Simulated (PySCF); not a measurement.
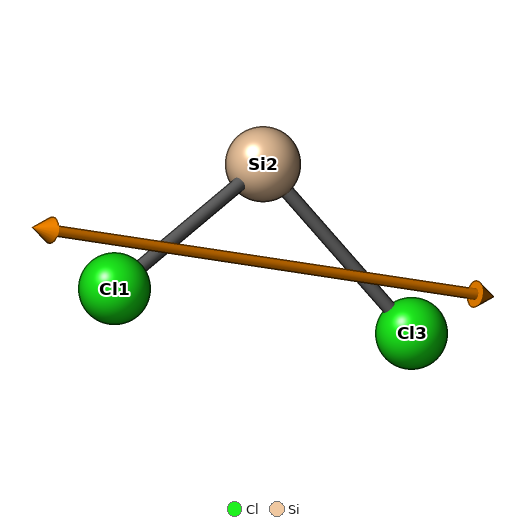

The double arrow shows the direction of the transition dipole to excited singlet state 3 (its length means nothing). The computed structure is the end point of a PBE0-D3(BJ)/def2-SVP optimisation. No frequency run is at hand to confirm it as a minimum. Method: TDDFT CAM-B3LYP/def2-SVPD, vertical, IEF-PCM cyclohexane (non-equilibrium linear response), core orbitals frozen in the response (PySCF 2.14.0).

Question: How is the transition polarised?

Answer: In the molecular plane.

Question: Where does the transition lie, and how strong is it?

Answer: 5.93 eV (209 nm), oscillator strength 0.025, mainly HOMO−2 → LUMO (weight 0.90); transition dipole 1.06 D.
